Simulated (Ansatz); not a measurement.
Base system: Ga$_{2}$O$_{3}$ in the corundum structure (space group R-3c, No. 167; a = 4.9845 Å, c = 13.4410 Å (hexagonal axes)).

Structures relaxed with Ansatz (a first-principles code), r2SCAN, PAW, cutoff 500 eV, no spin-orbit coupling, earlier PAW set.

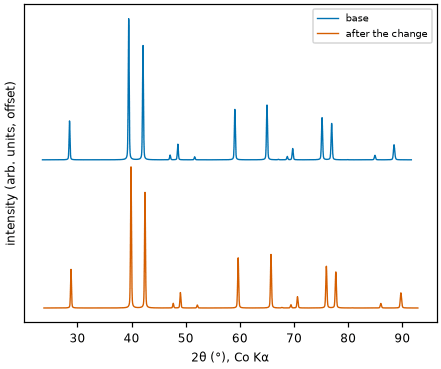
Figure: Simulated powder patterns before (top) and after one change

What was done to the base?
(A) pressure −1 GPa
(B) pressure 30 GPa
(C) pressure 7 GPa
(D) pressure 75 GPa

C, pressure 7 GPa. Its volume per atom is 9.37 Å³ against 9.64 Å³, and its space group is R-3c (No. 167).

Load acts through the strain it causes; cell and atoms are relaxed under it. No phonon test of stability was made. Competing high-pressure phases were not computed.
